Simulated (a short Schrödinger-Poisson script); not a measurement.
System: symmetric double-gate stack, Si3N4 on p-type Si(100), at 300 K.

```tsv
layer	material	thickness (nm)	Na (cm⁻³)
1	Si3N4	5.8	-
2	Si	4	3e15
3	Si3N4	5.8	-
```

Constants are typed, rounded textbook-type inputs, not results; the design itself was drawn at random and stands for no fabricated device. Si3N4: permittivity 7.5, conduction-band edge (eV) 1.95, gap (eV) 5.1, electron mass (mₑ) 0.5. Si: permittivity 11.7, conduction-band edge (eV) 0, gap (eV) 1.124, Nv at 300 K (cm⁻³) 3.1e19.

Channel valleys (confinement mass, in-plane density-of-states mass, number): Δ2 0.916, 0.19, 2; Δ4 0.19, 0.417, 4. At the gates, both at one voltage, the conduction-band edge of layer 1 lies 2.14 eV − eVg above the Fermi level of the channel. Gaps are held at their typed values at every temperature. Mesh 0.03 nm at interfaces.

Solved with a short Schrödinger-Poisson script written for these runs: 1D Poisson equation in equilibrium, electrons quantum, Hartree (BenDaniel-Duke, 12 states a valley, the channel's in-plane mass for all, wave functions ending at the dielectric), parabolic valleys, classical holes, full ionisation, no traps, pinning or gate leakage.

Only gate voltages with over 1e8 electrons/cm² are shown.

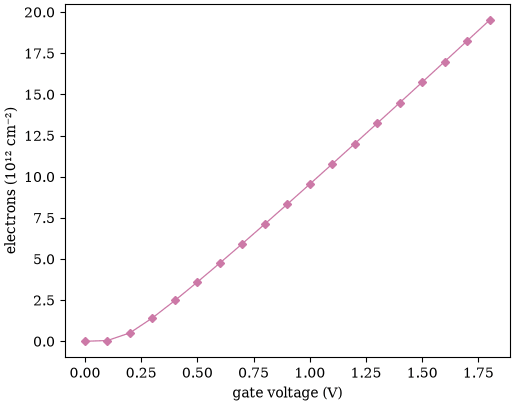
Figure: Sheet density against gate voltage

```
Vg (V)  electrons (cm⁻²)  C (μF/cm²)  Δ2 E0 (meV)  Δ2 E1 (meV)  Δ4 E0 (meV)  Δ4 E1 (meV)
------  ----------------  ----------  -----------  -----------  -----------  -----------
0                 1.12e9     0.00703        215.8        292.8        313.9        684.8
0.1              4.64e10       0.255        119.4        196.3        217.4        588.3
0.2              5.13e11        1.22         56.2        132.2        154.2        524.2
0.3              1.42e12        1.62         27.8        102.1        125.9        494.2
0.4              2.48e12        1.76         11.1         83.5        109.2        475.6
0.5              3.60e12        1.83         -0.9         69.5         97.3        461.7
0.6              4.75e12        1.87        -10.4         58.1         88.0        450.4
0.7              5.93e12        1.90        -18.3         48.3         80.2        440.7
0.8              7.13e12        1.92        -25.1         39.6         73.6        432.2
0.9              8.33e12        1.94        -31.1         31.8         67.8        424.6
1                9.55e12        1.96        -36.4         24.7         62.8        417.7
1.1              1.08e13        1.97        -41.3         18.2         58.2        411.4
1.2              1.20e13        1.98        -45.7         12.1         54.1        405.5
1.3              1.32e13        1.99        -49.7          6.4         50.4        400.1
1.4              1.45e13        2.00        -53.5          1.1         46.9        395.1
1.5              1.57e13        2.01        -57.1         -4.0         43.8        390.3
1.6              1.70e13        2.01        -60.5         -8.8         40.8        385.8
1.7              1.83e13        2.02        -63.6        -13.4         38.1        381.6
1.8              1.95e13        2.02        -66.7        -17.8         35.5            -
```

Subbands count from the Fermi level; a dash marks a level above the dielectric's band edge. The capacitance is that of both gates.
